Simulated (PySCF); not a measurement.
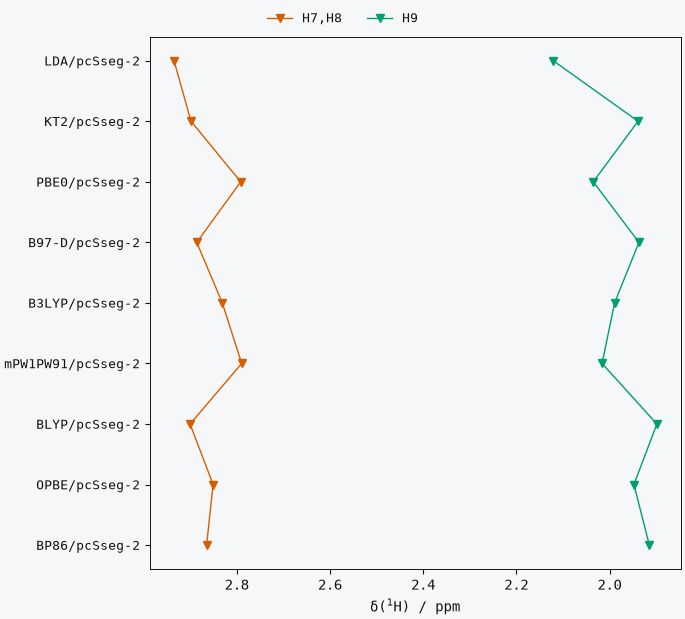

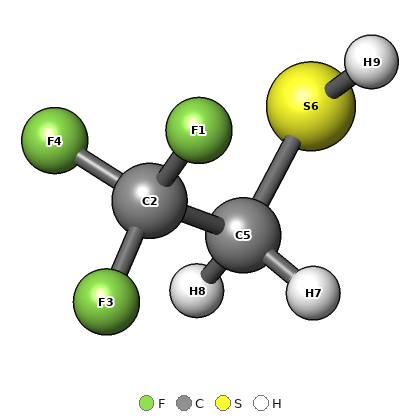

GIAO ¹H shifts of C₂H₃F₃S (2,2,2-trifluoroethanethiol), SMILES FC(F)(F)CS at several levels, one geometry, PySCF, at a PBE0-D3(BJ)/def2-SVP geometry (no frequency check); values of one conformer, averaged over nuclei that symmetry or rotation about single bonds exchange, these motions taken as fast; each against TMS at the same level. Protons on N, O or S are those of the isolated molecule, without hydrogen bonds to neighbours or exchange.

Question: Which of the plotted signals depends most on the level, and by how much?

Answer: That of H9: from 1.90 ppm (BLYP/pcSseg-2) to 2.12 ppm (LDA/pcSseg-2), a spread of 0.22 ppm. The steadiest, H7 and H8, moves by 0.15 ppm.

Question: Do all levels give the signals in the same order?

Answer: Yes, the order of the signals is the same at every level.
